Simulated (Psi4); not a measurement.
**CH3BCl (SMILES C[B]Cl): a chain of runs**

Wanted: a geometry optimisation (UPBE0-D4/def2-TZVP), then the harmonic vibrations of CH3BCl. 

The results are computed with Psi4 1.11.

### Step 1. The structure to begin with

CH3BCl: 6 atoms, total charge 0, spin state doublet. SMILES: `C[B]Cl`. The coordinates come from a PBE0-D4/def2-TZVP relaxation. The run starts from this shape.

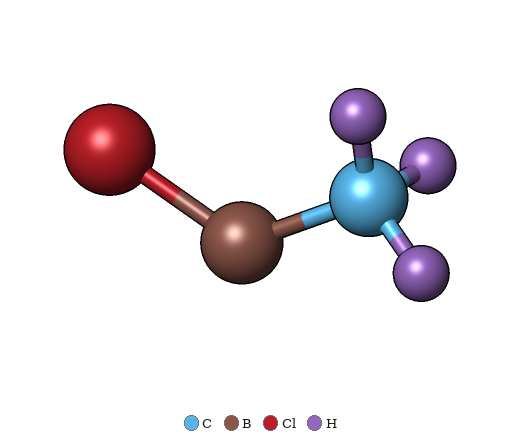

Viewed from a chosen angle; carbon blue, boron brown, chlorine red, hydrogen purple.

### Step 2. A structure relaxation at UPBE0-D4/def2-TZVP (density fitting) (run 1)

File ch3bcl.py:

```python
import psi4

psi4.set_memory(1600000000)
psi4.set_num_threads(1)
psi4.set_output_file('psi4.out', False)

molecule = psi4.geometry("""
0 2
C     -0.54783160     0.61453894    -0.59035044
B      0.36906351    -2.00216483     0.31690707
Cl     2.77374001    -2.56190171     2.45248656
H     -2.02862099     1.21263725     0.73831600
H      0.93390265     2.05753380    -0.54745366
H     -1.42107405     0.55822510    -2.45739985
units au
""")

psi4.set_options({
    'reference': 'uks',
    'geom_maxiter': 60,
})

energy_value, wavefunction = psi4.optimize("pbe0-d4/def2-TZVP", return_wfn=True)
print('E =', round(energy_value, 9))
print(molecule.to_string(dtype='xyz', units='Angstrom'))
```

Run with:

```console
$ python ch3bcl.py
```

psi4.out:

```text
[...]
  Running in c1 symmetry.
[...]
  Nuclear repulsion =   76.029351733043185
[...]
  Multiplicity = 2
[...]
  Nalpha       = 16
  Nbeta        = 15
[...]
    Number of basis functions: 117
[...]
   @DF-UKS iter   1:  -524.45045565876785   -1.77946e-01   6.51122e-03 DIIS/ADIIS
[...]
   @DF-UKS iter  13:  -524.73132990936153   -7.04858e-12   4.45670e-09 DIIS
[...]
   @S^2 Observed:                7.526143645E-01
[...]
  @DF-UKS Final Energy:  -524.73132990936153
   => Energetics <=
    Nuclear Repulsion Energy =             76.0293517330431854
    One-Electron Energy =                -872.1438523188294312
    Two-Electron Energy =                 300.5759748981897701
    DFT Exchange-Correlation Energy =     -29.1900016048425819
    Empirical Dispersion Energy =          -0.0028026169224894
    VV10 Nonlocal Energy =                  0.0000000000000000
    Total Energy =                       -524.7313299093615342
[...]
 Multipole Moments:
 ------------------------------------------------------------------------------------
     Multipole            Electronic (a.u.)      Nuclear  (a.u.)        Total (a.u.)
 ------------------------------------------------------------------------------------
 L = 1.  Multiply by 2.5417464519 to convert [e a0] to [Debye]
 Dipole X            :          3.3570527           -3.5303973           -0.1733447
 Dipole Y            :         -4.4752590            4.9722252            0.4969662
 Dipole Z            :          2.9865680           -3.1260542           -0.1394862
 Magnitude           :                                                    0.5445000
[...]
  -Total Gradient:
     Atom            X                  Y                   Z
    ------   -----------------  -----------------  -----------------
       1        0.000072480087    -0.000168733111    -0.000033468413
       2        0.000002188347     0.000078314284     0.000008720609
       3        0.000009375152    -0.000000698797    -0.000001776120
       4       -0.000087990867     0.000049008798     0.000090966304
       5        0.000023445796     0.000025601148     0.000004099688
       6       -0.000023471453     0.000019950562    -0.000072458688
[...]
    Final optimized geometry and variables:
    Molecular point group: c1
    Full point group: C1
    Geometry (in Bohr), charge = 0, multiplicity = 2:
    C           -2.055138473426     2.260337282739    -1.899841437150
    B           -1.138243363426    -0.356366487261    -0.992583927150
    CL           1.266433136574    -0.916103367261     1.142995562850
    H           -3.535927863426     2.858435592739    -0.571174997150
    H           -0.573404223426     3.703332142739    -1.856944657150
    H           -2.928380923426     2.204023442739    -3.766890847150
```

The script printed:

```text
Optimizer: Optimization complete!
E = -524.731329909
6
0 2 BCClH3
C                    -1.087532444908     1.196118978453    -1.005352792426
B                    -0.602332448121    -0.188581023705    -0.525252793925
Cl                    0.670167554712    -0.484781024573     0.604847203757
H                    -1.871132443898     1.512618973845    -0.302252791796
H                    -0.303432447539     1.959718973479    -0.982652794039
H                    -1.549632448838     1.166318977680    -1.993352791393
```

Wall time 19 s (1 thread of Intel Xeon Platinum 8259CL at 2.50GHz (Skylake/Cascade Lake), shared host); peak memory 0.64 GiB.

### Step 3. Vibrational wavenumbers at UPBE0-D4/def2-TZVP (density fitting) (run 2)

File ch3bcl.dat:

```
memory 1600 mb

molecule m {
  0 2
  C     -0.289900     0.325200    -0.312400
  B      0.195300    -1.059500     0.167700
  Cl     1.467800    -1.355700     1.297800
  H     -1.073500     0.641700     0.390700
  H      0.494200     1.088800    -0.289700
  H     -0.752000     0.295400    -1.300400
}

set {
  reference                  uks
  t                          500.0
  rotational_symmetry_number 1
}

e_tot = freq('pbe0-d4/def2-TZVP')
print_variables()
```

Run with:

```console
$ psi4 ch3bcl.dat ch3bcl.out -n 1
```

ch3bcl.out:

```text
[...]
  Running in c1 symmetry.
[...]
  Nuclear repulsion =   76.029351716677795
[...]
  Multiplicity = 2
[...]
  Nalpha       = 16
  Nbeta        = 15
[...]
    Number of basis functions: 117
[...]
   @DF-UKS iter   1:  -524.45045565954217   -1.77946e-01   6.51122e-03 DIIS/ADIIS
[...]
   @DF-UKS iter  13:  -524.73132757408450   -7.73070e-12   4.53386e-09 DIIS
[...]
   @S^2 Observed:                7.526140930E-01
[...]
  @DF-UKS Final Energy:  -524.73132757408450
   => Energetics <=
    Nuclear Repulsion Energy =             76.0238746352197268
    One-Electron Energy =                -872.1335123802635962
    Two-Electron Energy =                 300.5706502879738764
    DFT Exchange-Correlation Energy =     -29.1895375187432293
    Empirical Dispersion Energy =          -0.0028025982712925
    VV10 Nonlocal Energy =                  0.0000000000000000
    Total Energy =                       -524.7313275740845029
[...]
  -Total Gradient:
     Atom            X                  Y                   Z
    ------   -----------------  -----------------  -----------------
       1        0.000433944051    -0.000147493768     0.000749912743
       2        0.000024445391     0.000098037175     0.000037687048
       3        0.000009413538    -0.000005130617    -0.000007683222
       4       -0.000009853243     0.000096688719     0.000154515737
       5        0.000037672242     0.000038083053     0.000150106189
       6       -0.000499555496    -0.000076771724    -0.001088433243
[...]
  ==> Harmonic Vibrational Analysis <==
[...]
  Freq [cm^-1]                 80.3317             305.2066            668.3405
[...]
  IR activ [km/mol]             1.5517              0.7275              8.4180
[...]
  Freq [cm^-1]                 721.0864            932.7547           1099.2177
[...]
  IR activ [km/mol]            25.1959             25.5137             146.5544
[...]
  Freq [cm^-1]                1311.5192           1417.8656           1445.2236
[...]
  IR activ [km/mol]            67.2738              5.5644             10.5344
[...]
  Freq [cm^-1]                3019.3574           3088.9741           3136.1505
[...]
  IR activ [km/mol]             0.6528              7.0998              2.4051
[...]
  Total E_0, Enthalpy at 0 [K]                                                         -524.69208613 [Eh]
[...]
  Total H, Enthalpy at  500.00 [K]                                                     -524.68146879 [Eh]
[...]
  Total G, Gibbs energy at  500.00 [K]                                                 -524.74287558 [Eh]
[...]
```

Standard output:

```text
Warning: used thermodynamics relations inappropriate for low-frequency modes: ['80.3317' '305.2066']
```

Wall time 7.8 min (1 thread of Intel Xeon Platinum 8259CL at 2.50GHz (Skylake/Cascade Lake), shared host); peak memory 0.7 GiB.

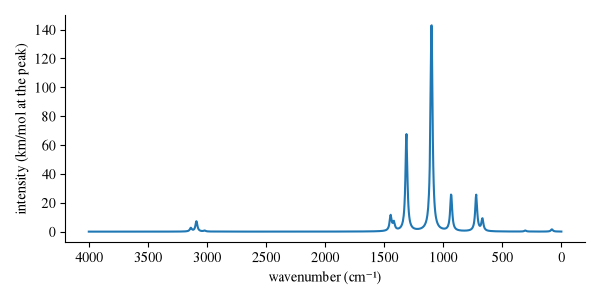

Harmonic infrared spectrum, unscaled, lines broadened by 10 cm⁻¹.

### Step 4. Outcome

| quantity | value |
| --- | --- |
| run 1, UPBE0-D4/def2-TZVP: total energy at the end | -524.73133 Eh |
| run 1, UPBE0-D4/def2-TZVP: dipole moment | 1.38 D |
| run 1, UPBE0-D4/def2-TZVP: HOMO energy (highest over α and β) | -5.68 eV |
| run 1, UPBE0-D4/def2-TZVP: LUMO energy (lowest over α and β) | -1.41 eV |
| run 1, UPBE0-D4/def2-TZVP: dispersion energy | -7.36 kJ/mol |
| run 1, UPBE0-D4/def2-TZVP: ⟨S²⟩ | 0.753 |
| run 2, UPBE0-D4/def2-TZVP: lowest harmonic wavenumber | 80 cm⁻¹ |
| run 2, UPBE0-D4/def2-TZVP: highest harmonic wavenumber | 3136 cm⁻¹ |
| run 2, UPBE0-D4/def2-TZVP: zero-point energy | 103.0 kJ/mol |
| run 2, UPBE0-D4/def2-TZVP: ideal-gas entropy at 500 K (symmetry number 1 as used) | 77.1 cal/(mol K) |

What this shows: All 12 modes (run 2, UPBE0-D4/def2-TZVP) are real, so the shape is a minimum at this level.
